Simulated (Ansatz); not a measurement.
```xyz
12

C    -0.6250   -0.3133   -1.8607
N     0.4844    0.5937   -1.5522
H    -1.0850   -0.8218   -0.9957
H    -0.2716   -1.0850   -2.5534
H    -1.4120    0.2488   -2.3762
H     1.2331    0.0896   -1.0803
H     0.1780    1.3214   -0.9092
Si    0.3001   -0.0075    2.2663
H     1.6237    0.5942    1.9586
H    -0.7761    0.9209    1.8319
H     0.1896   -0.2447    3.7291
H     0.1608   -1.2967    1.5420
```

At this geometry the atoms fall into two loosely joined parts.

The calculation used RKS B3LYP/6-31G* (Ansatz).

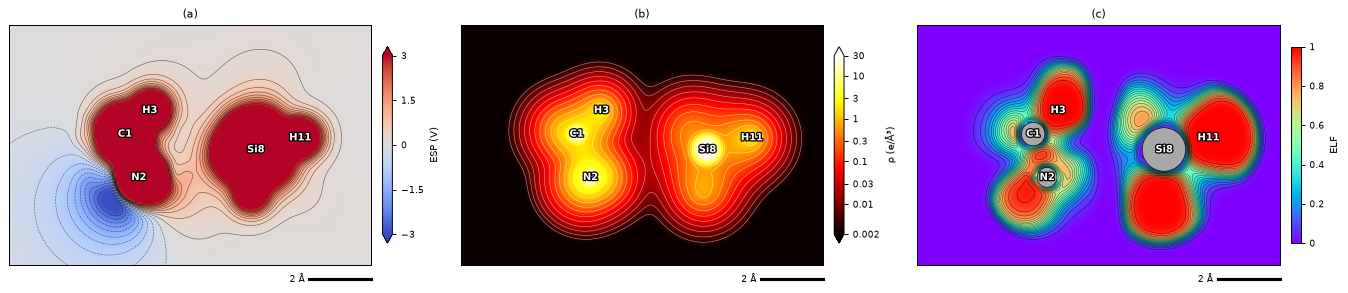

CH9NSi. (a) molecular electrostatic potential; (b) total electron density; (c) electron localisation function on the plane of atoms N2, C1 and H3. Grey discs cover the atomic cores in the ELF map.

> Read the bonding off the picture.

- The section cuts through C, N, H and Si sites.
- C–N (1.47 Å): ρ at the midpoint is about 1.9 e/Å³; the ELF peaks at about 0.95 between the atoms (a shared electron pair).
- C–H (1.10 Å): ρ at the midpoint is about 1.9 e/Å³; the ELF climbs to about 1 towards the hydrogen, as it does in any bond to H (a covalent bond by its length).
- Si–H (1.49 Å): ρ at the midpoint is about 0.76 e/Å³; the ELF climbs to about 1 towards the hydrogen.
- The ELF also peaks beside N2, away from the bonds: lone-pair regions.
- Outside the dense part of the molecule the potential is most negative (−3.3 V) near N2.
